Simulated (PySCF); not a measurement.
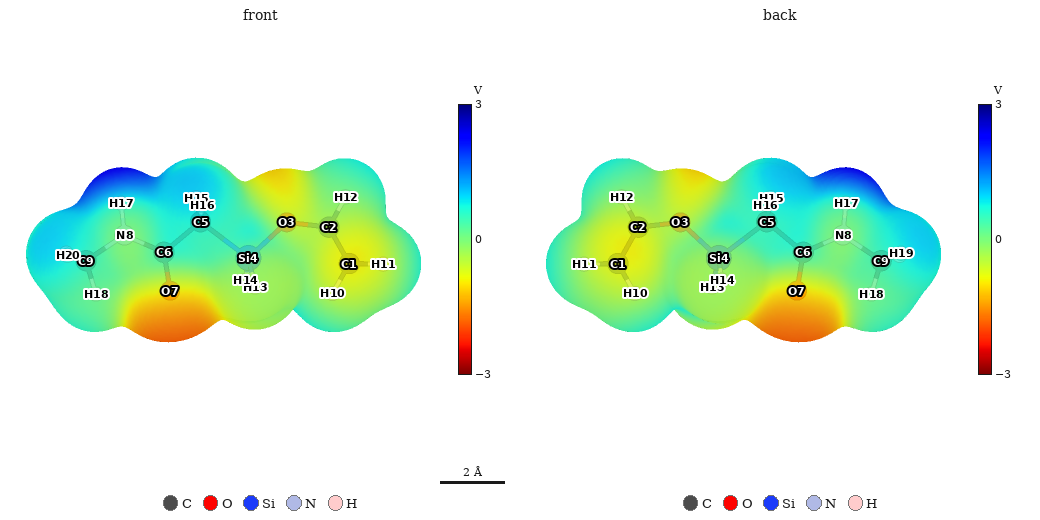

Figure 1: C5H11NO2Si (SMILES C=CO[SiH2]CC(=O)NC). The electrostatic potential painted on the density surface at 0.002 e/bohr³, seen from the front and from behind; red is negative and blue positive.

Geometry: GFN2-xTB.

These are results of PySCF, PBE0/pcSseg-1, SCF density, gas phase, non-relativistic, not measurements.

```xyz
20

C     4.2553   -0.8188    0.2734
C     3.4909   -0.2400    1.1816
O     2.1638   -0.0682    1.1126
Si    1.0947   -0.5033   -0.0539
C    -0.5149    0.1700    0.6989
C    -1.5313   -0.1494   -0.3468
O    -1.2221   -0.7982   -1.3323
N    -2.7808    0.3155   -0.1419
C    -3.8639    0.0961   -1.0696
H     3.8395   -1.2163   -0.6341
H     5.3149   -0.9066    0.4209
H     3.9021    0.1634    2.1010
H     1.0689   -1.9567   -0.1901
H     1.4141    0.1741   -1.3077
H    -0.4914    1.2407    0.8976
H    -0.7808   -0.3228    1.6335
H    -2.9751    0.8462    0.6924
H    -3.4658   -0.4936   -1.8935
H    -4.2439    1.0451   -1.4528
H    -4.6792   -0.4506   -0.5921
```

Where is the surface potential most negative and most positive?

The most negative region (about −1.8 V, or −42 kcal/mol for a unit charge) lies over O7, the most positive (about +2.3 V, or +53 kcal/mol for a unit charge) over H17. O7 is the likeliest acceptor of a hydrogen bond.
